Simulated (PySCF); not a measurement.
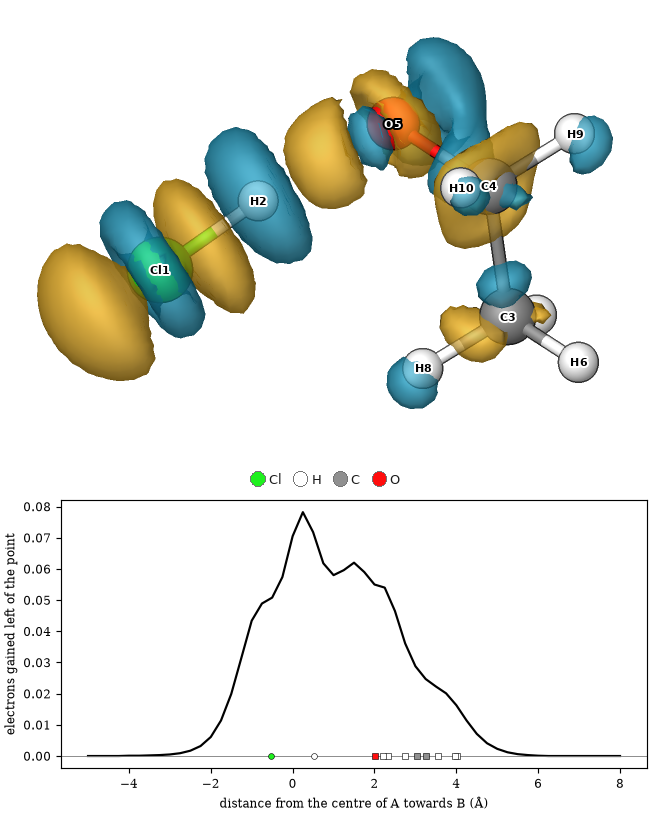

Figure. C₂H₇ClO, SMILES `Cl.CCO`. Density of the complex less the densities of the two fragments at the same geometry, ±0.008 e/Å³ (yellow: gain, teal: loss). Fragment A: HCl (atoms 1–2); fragment B: H6C2O. Below: the charge-displacement curve along the line of centres (A on the left).

Method: PBE0/def2-SVPD; geometry: GFN2-xTB; program: PySCF. GFN2-xTB bond lengths at metals and heavier atoms can be off by up to 0.1 Å and shapes distorted, which carries into these values.

Geometry (Å), atoms numbered from 1:

```
Cl1     -2.0221   -0.1707    0.0392
H2      -0.8774    0.4604   -0.0027
C3       1.6806   -1.0866   -0.1779
C4       1.6420    0.3151    0.4132
O5       0.6762    1.1431   -0.2184
H6       2.3961   -1.6958    0.3664
H7       1.9801   -1.0533   -1.2243
H8       0.6995   -1.5492   -0.1094
H9       2.6302    0.7870    0.3422
H10      1.3476    0.2815    1.4635
H11      0.8549    1.1551   -1.1670
```

> Which way does charge flow?

Hirshfeld charges show 0.059 e passing from B to A. By Hirshfeld charges, electrons gather most on Cl1 (−0.080 e) and leave H2 most (+0.021 e); 0.17 e is displaced in all, which induces a dipole of 1.45 D.

> What is the interaction energy, and which contacts carry it?

The counterpoise-corrected interaction energy of the frozen fragments is −7.1 kcal/mol without dispersion correction and −8.3 kcal/mol with D3(BJ). The pair geometry is semi-empirical, not a minimum at this level. Contacts: H2···O5, hydrogen bond, 1.71 Å, ρ = 0.046 a.u.; Cl1···H8, weak C–H hydrogen bond, 3.05 Å, ρ = 0.005 a.u., a bond path close to vanishing (ellipticity 1.6). The pose is a local one from a semi-empirical search, not shown to be the most stable.

Cost of the run: 41 s on 1 thread of Arm Neoverse V1, on a shared host, peak memory 0.63 GiB.
